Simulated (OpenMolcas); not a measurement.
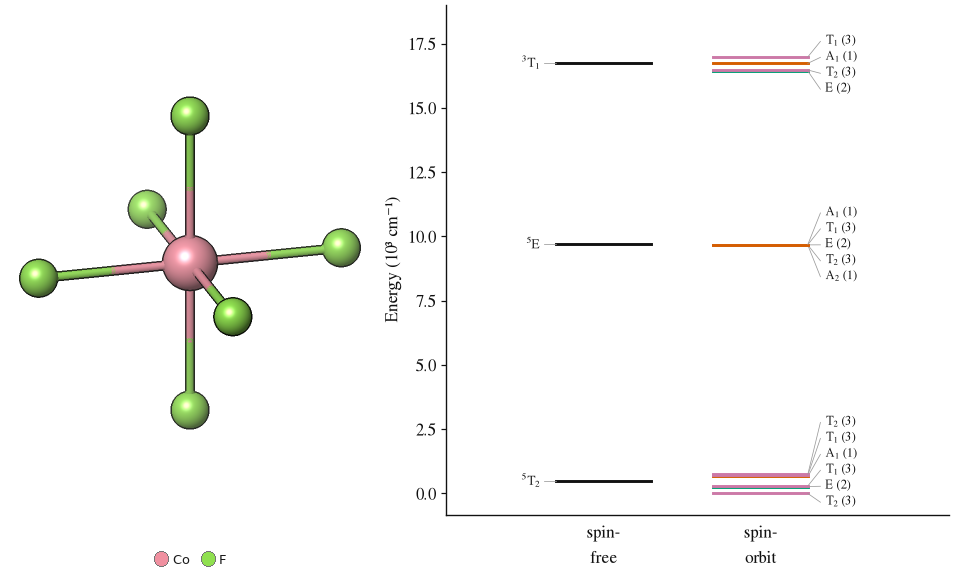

Co³⁺ (3d⁶) as a dopant in K₂NaGaF₆, a cluster with its 6 nearest F⁻ at 2.011 Å (octahedron) embedded in model potentials and point charges; the geometry was set, not optimised, and its levels. Labels give the representation in O, Td, D4 or D3 as the site allows (double group for half-integer spin) where it could be assigned and, in brackets, the degeneracy; spin-free states, where drawn, share the zero of the spin-orbit levels. Level of the calculation: state-averaged CASSCF, active space 6 electrons in the shell 3d, basis ANO-RCC-VDZP on all atoms, DKH2 scalar Hamiltonian, spin-orbit coupling by RASSI with atomic mean-field integrals (OpenMolcas).

> Describe the ground state and the low levels.

The ground level is T₂, 3-fold degenerate, 100 % from states of spin multiplicity 5. The next level lies at 270 cm⁻¹ (E). The lowest spin-free state is ⁵T₂; of the same spin there follows at 9,200 cm⁻¹ (⁵E) above it. A ligand-field fit to the spin-free states gives |10Dq| = 9,700 cm⁻¹, B = 1,210 and C = 4,600 cm⁻¹ (rms misfit 200 cm⁻¹). The active orbitals hold 90 to 98 % metal character (Löwdin), and the Mulliken charge of the metal is +2.03.

Known limits: small active space favours high spin, ground spin may be wrong; the geometry is set by hand, with no relaxation and no charge compensation.
